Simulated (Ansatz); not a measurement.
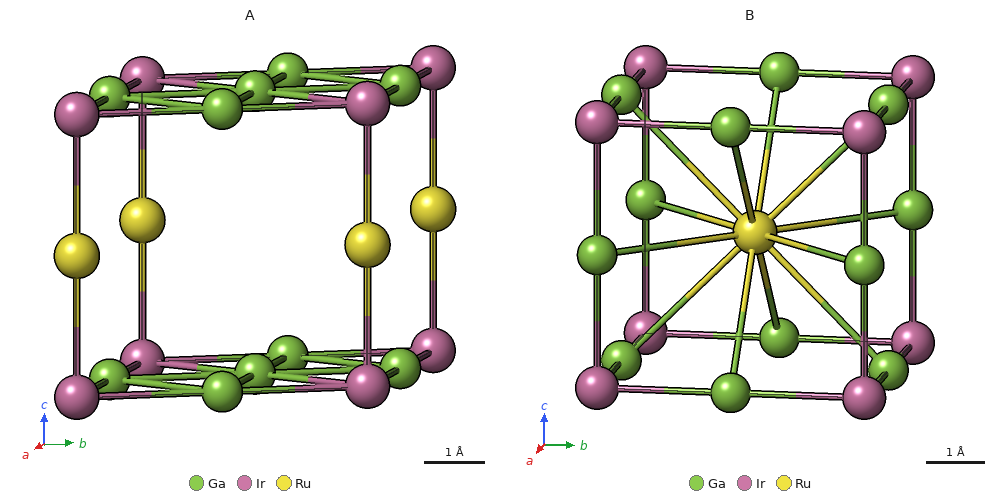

Two structures of Ga$_{3}$IrRu, each relaxed to rest (conventional cells in solid outline, small ones repeated, not to one scale). Method: DFT PBE, scalar-relativistic, plane waves, PAW in Ansatz, with collinear spins.

Question: What are A and B?

Answer: A: 5 atoms a cell on a primitive hexagonal lattice, P6/mmm. B: 5 atoms a cell on a primitive cubic lattice, Pm-3m.

Question: Which polymorph is favoured?

Answer: B is lower, by 151 meV/atom at this level of theory (energies at zero smearing). Volumes: A 22.1, B 21.1 Å³/atom.

One or both may be structure types tried for this composition rather than known phases.
